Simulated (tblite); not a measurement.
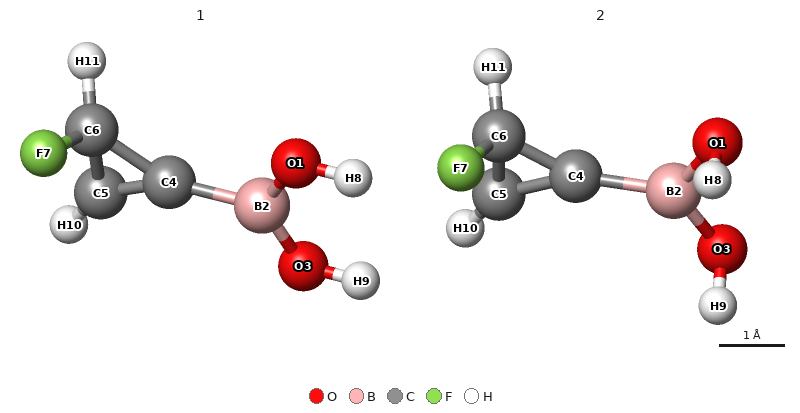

Two geometries of C3H4BFO2, drawn at one scale. One is the start of a relaxation, the other its converged end. Style: ball-and-stick. Shown from a free direction.

These are results of tblite 0.8.0, GFN2-xTB geometry optimisation, gas phase, not measurements. 

Q: Which one is relaxed?

A: Structure 1 is the relaxed one. After 52 geometry steps the energy has fallen by 2.292 eV. The atom that moves furthest after the best rigid fit is H9 (0.77 Å). Largest moves by element: H 0.77 Å, O 0.48 Å, F 0.36 Å, B 0.32 Å, C 0.15 Å. Some distances before and after: C4–C5 1.440 → 1.317 Å, C4–C6 1.389 → 1.492 Å, B2–O3 1.457 → 1.354 Å, C5–C6 1.392 → 1.470 Å. Among the angles between lasting bonds that change: B2–O1–H8 104.4° → 118.1°, B2–O3–H9 104.0° → 117.5°, F7–C6–H11 121.0° → 108.3°. Groups turn about B2–O3 by about 90°, O1–B2 by about 90°.
